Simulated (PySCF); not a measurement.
# One shape, several levels: CH4BFOSi (SMILES O=CB[SiH2]F)

Aim: a comparison of 6 runs (HF/STO-3G, B3LYP/def2-SVP, M06-L/def2-SVP, PBE0/def2-SVP, TPSS/def2-SVP, wB97X/def2-SVP) of CH4BFOSi. 

The calculation is run with PySCF 2.14.0.

2 further runs of the same task are left out: 2 set aside as unsound or not needed.

## (1) Starting point

The species is CH4BFOSi (9 atoms), meant as a singlet with charge 0. As SMILES, `O=CB[SiH2]F`. One bond was lengthened or shortened from a relaxed shape.

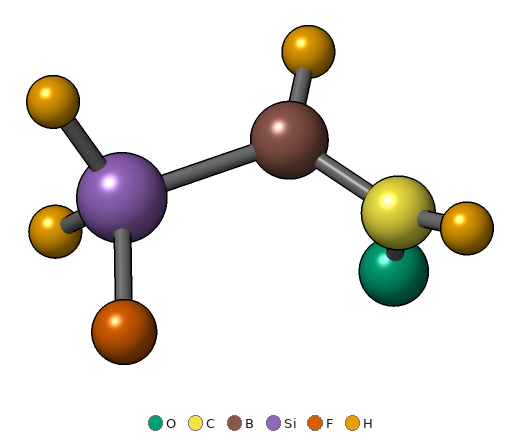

Viewed from a chosen angle; oxygen teal, carbon yellow, boron brown, silicon purple, fluorine orange, hydrogen amber.

## (2) The energy at HF/STO-3G (run 1)

Contents of job.py:

```python
from pyscf import gto, scf

mol = gto.Mole()
mol.atom = '''
O     -1.128142     1.288139     3.422275
C      0.121345     2.538571     1.922966
B      1.550734     0.169988     1.139486
Si     0.217910    -2.090691    -1.583231
F     -2.571539    -0.659892    -3.136378
H     -0.132067     4.584956     1.673712
H      3.403799    -0.347041     2.322266
H      2.185493    -2.459188    -3.561586
H     -0.570106    -4.604972    -0.611723
'''
mol.basis = 'sto-3g'
mol.max_memory = 1860
mol.verbose = 3
mol.unit = 'bohr'
mol.build()

myscf = scf.RHF(mol)
myscf.conv_tol = 1e-10
myscf.kernel()
if not myscf.converged:
    myscf = myscf.newton().run(myscf.mo_coeff, myscf.mo_occ)

e_tot = myscf.e_tot
print('E = %.10f Eh' % e_tot)
```

Command:

```bash
$ OMP_NUM_THREADS=1 python job.py
```

Output:

```text
converged SCF energy = -521.504152485558
E = -521.5041524856 Eh
```

It took 0.73 s on 1 thread of Intel Xeon at 2.70GHz, shared host; peak memory 0.1 GiB.

## (3) The energy at B3LYP/def2-SVP (run 2)

Contents of job.py:

```python
from pyscf import gto, dft

molecule = gto.Mole()
molecule.atom = '''
O     -0.596987     0.681654     1.810990
C      0.064213     1.343354     1.017590
B      0.820613     0.089954     0.602990
Si     0.115313    -1.106346    -0.837810
F     -1.360800    -0.349200    -1.659700
H     -0.069887     2.426254     0.885690
H      1.801213    -0.183646     1.228890
H      1.156513    -1.301346    -1.884710
H     -0.301687    -2.436846    -0.323710
'''
molecule.max_memory = 1860
molecule.basis = 'def2-svp'
molecule.spin = 0
molecule.verbose = 3
molecule.charge = 0
molecule.build()

mf = dft.RKS(molecule)
mf.xc = 'b3lyp'
mf.grids.level = 5
mf.conv_tol = 1e-10
mf.kernel()
if not mf.converged:
    mf = mf.newton().run(mf.mo_coeff, mf.mo_occ)

e_final = mf.e_tot
print('Final energy', e_final)
```

Command:

```bash
$ OMP_NUM_THREADS=1 python job.py
```

Output:

```text
converged SCF energy = -529.648200490721
Final energy -529.6482004907211
```

Wall time 25 s (1 thread of Intel Xeon at 2.70GHz, shared host); peak memory 0.48 GiB.

Run 3 isn't shown in full; the table further down has it.

## (4) The energy at PBE0/def2-SVP (run 4)

Contents of calc.py:

```python
from pyscf import gto, dft

mol = gto.M(
    atom='''
O   -0.596987   0.681654   1.810990
C    0.064213   1.343354   1.017590
B    0.820613   0.089954   0.602990
Si   0.115313  -1.106346  -0.837810
F   -1.360800  -0.349200  -1.659700
H   -0.069887   2.426254   0.885690
H    1.801213  -0.183646   1.228890
H    1.156513  -1.301346  -1.884710
H   -0.301687  -2.436846  -0.323710
''',
    basis='def2-svp',
    max_memory=1860,
    verbose=3,
    spin=0,
)

mf = dft.RKS(mol)
mf.xc = 'pbe0'
mf.conv_tol = 1e-10
mf.grids.level = 5
mf.kernel()
if not mf.converged:
    mf = mf.newton().run(mf.mo_coeff, mf.mo_occ)

energy = mf.e_tot
print('E = %.10f Eh' % energy)
```

Command:

```bash
$ OMP_NUM_THREADS=1 python calc.py
```

Output:

```text
converged SCF energy = -529.239277484434
E = -529.2392774844 Eh
```

It took 25 s on 1 thread of Intel Xeon at 2.70GHz, shared host; peak memory 0.48 GiB.

Run 5 isn't shown in full; the table further down has it.

## (5) The energy at wB97X/def2-SVP (run 6)

Contents of start.xyz:

```xyz
9
CH4BFOSi
O     -0.596987     0.681654     1.810990
C      0.064213     1.343354     1.017590
B      0.820613     0.089954     0.602990
Si     0.115313    -1.106346    -0.837810
F     -1.360800    -0.349200    -1.659700
H     -0.069887     2.426254     0.885690
H      1.801213    -0.183646     1.228890
H      1.156513    -1.301346    -1.884710
H     -0.301687    -2.436846    -0.323710
```

Contents of run.py:

```python
from pyscf import gto, dft

mol = gto.M(
    atom='start.xyz',
    verbose=3,
    basis='def2-svp',
    charge=0,
    max_memory=1860,
)

ks = dft.RKS(mol)
ks.xc = 'wb97x'
ks.conv_tol = 1e-10
ks.grids.level = 5
ks.kernel()
if not ks.converged:
    ks = ks.newton().run(ks.mo_coeff, ks.mo_occ)

etot = ks.e_tot
print(f'total energy: {etot:.8f} hartree')
```

Command:

```bash
$ OMP_NUM_THREADS=1 python run.py
```

Output:

```text
converged SCF energy = -529.557800630366
total energy: -529.55780063 hartree
```

Run time: 34 s. Hardware: 1 thread of Intel Xeon at 2.70GHz, shared host; peak memory 0.48 GiB.

## (6) The series

| run | level | integration grid | energy (Eh) | dipole moment (D) | HOMO energy (eV) | LUMO energy (eV) | wall time |
| --- | --- | --- | --- | --- | --- | --- | --- |
| 1 | HF/STO-3G | – | -521.504152 | 1.72 | -8.98 | 6.84 | 0.73 s |
| 2 | B3LYP/def2-SVP | 5 | -529.648200 | 2.78 | -8.06 | -2.13 | 25 s |
| 3 | M06-L/def2-SVP | 5 | -529.598120 | 2.80 | -7.20 | -2.80 | 44 s |
| 4 | PBE0/def2-SVP | 5 | -529.239277 | 2.84 | -8.32 | -1.92 | 25 s |
| 5 | TPSS/def2-SVP | 5 | -529.688566 | 2.62 | -7.02 | -2.89 | 49 s |
| 6 | wB97X/def2-SVP | 5 | -529.557801 | 2.94 | -10.70 | 0.54 | 34 s |

## (7) Outcome

```
            quantity          value
 run 6: total energy  -529.55780 Eh
run 6: dipole moment         2.94 D
  run 6: HOMO energy      -10.70 eV
  run 6: LUMO energy        0.54 eV
run 6: HOMO–LUMO gap       11.24 eV
```

What this shows: The dipole moment (its size) runs from 1.72 D (HF/STO-3G) to 2.94 D (wB97X/def2-SVP). The two ends differ in method and basis. The HOMO–LUMO gap runs from 4.13 eV (TPSS/def2-SVP) to 15.81 eV (HF/STO-3G). Totals of different functionals can't be ranked against each other. In run 1 the basis is minimal, so the values are rough. All runs together took 3 min, the longest 49 s.
